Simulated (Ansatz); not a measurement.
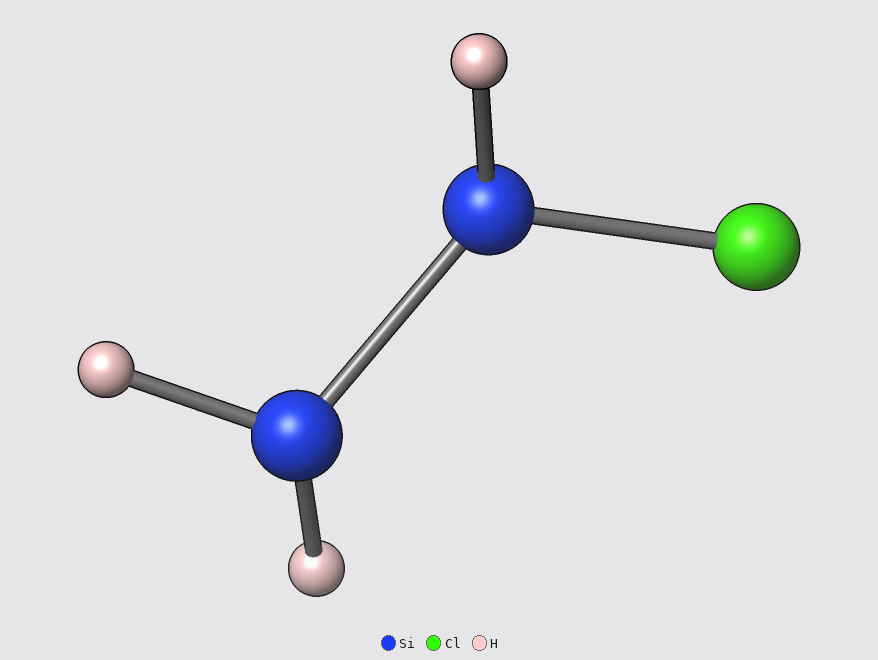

Identify the structure.

The molecule is ClH₃Si₂. This geometry has C1 symmetry. Coordination, clear cases only: 1 Si trigonal pyramidal.

The parts below concern this one geometry. Atoms keep their numbers from picture to picture. Computed geometry: PBE0-D4/def2-TZVP optimisation. No frequency run is at hand to confirm it as a minimum.

### Shape

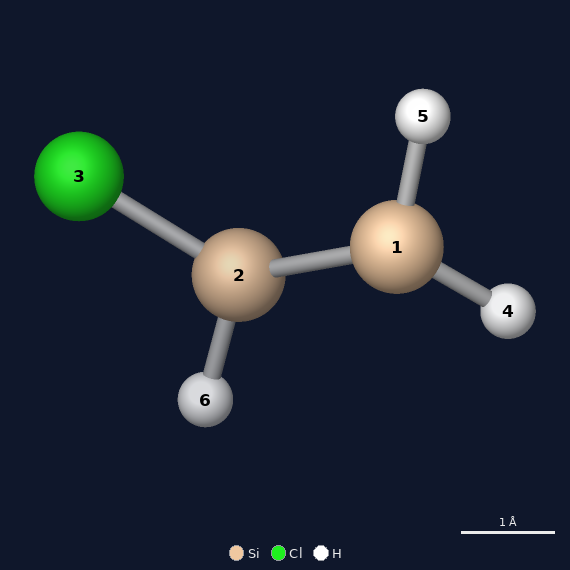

The atoms are numbered. No frequency run is at hand to confirm it as a minimum.

Which atoms are bonded, and how long are the bonds?

```json
{"bond": "Si1–Si2", "length (Å)": "2.175"}
{"bond": "Si1–H4", "length (Å)": "1.487"}
{"bond": "Si1–H5", "length (Å)": "1.485"}
{"bond": "Si2–Cl3", "length (Å)": "2.045"}
{"bond": "Si2–H6", "length (Å)": "1.484"}
```

### Electronic properties

No frequency run is at hand to confirm it as a minimum. Method: RKS PBE0-D4/def2-TZVPP (Ansatz 0.2.0).

Predict the main results.

- HOMO energy (Kohn–Sham orbital): −6.27 eV
- LUMO energy (Kohn–Sham orbital): −2.44 eV
- HOMO–LUMO gap: 3.83 eV

### Dipole moment

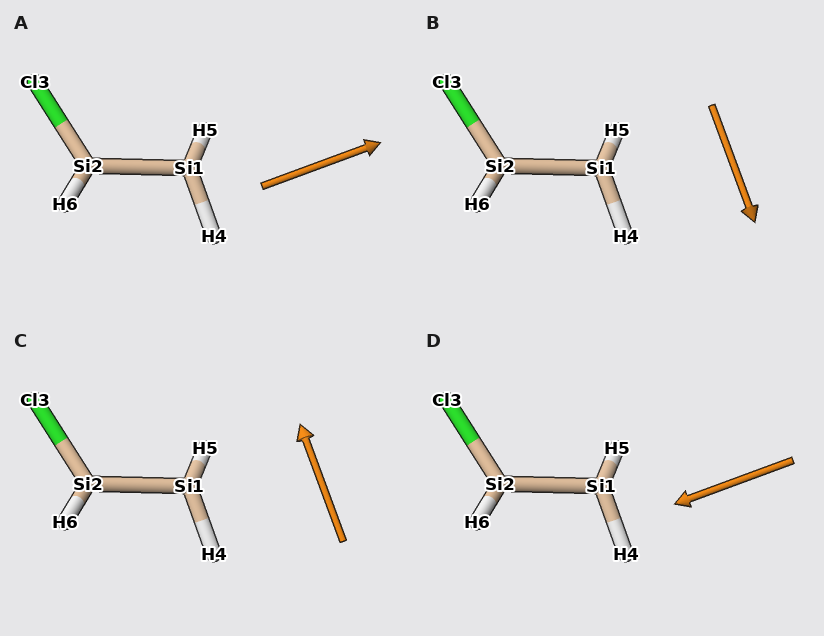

The same molecule four times, each with an arrow. No frequency run is at hand to confirm it as a minimum. Method: RKS PBE0-D4/def2-TZVP (Ansatz 0.2.0).

Question: Which arrow points along the dipole moment, from the negative to the positive end?

Answer: B. The dipole moment is 0.72 D; it points from the side of Cl3 to the side of H4 (the outermost atoms at the two ends).

### Charges

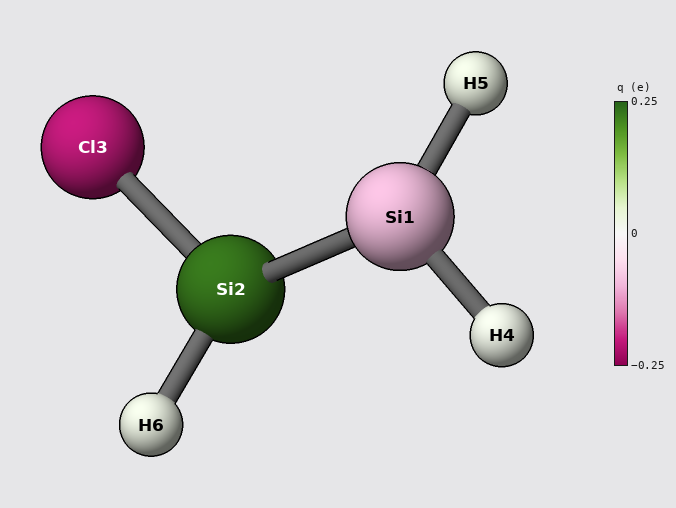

Atoms are coloured by their Mulliken charges. No frequency run is at hand to confirm it as a minimum. Properties computed with RKS PBE0-D4/def2-TZVP (Ansatz 0.2.0).

Give the Mulliken charges atom by atom.

```
atom  value (e)
 Si1      −0.09
 Si2       0.23
 Cl3      −0.20
  H4       0.02
  H5       0.02
  H6       0.02
```

Mulliken values depend strongly on the basis set and can even reverse the polarity of a bond.
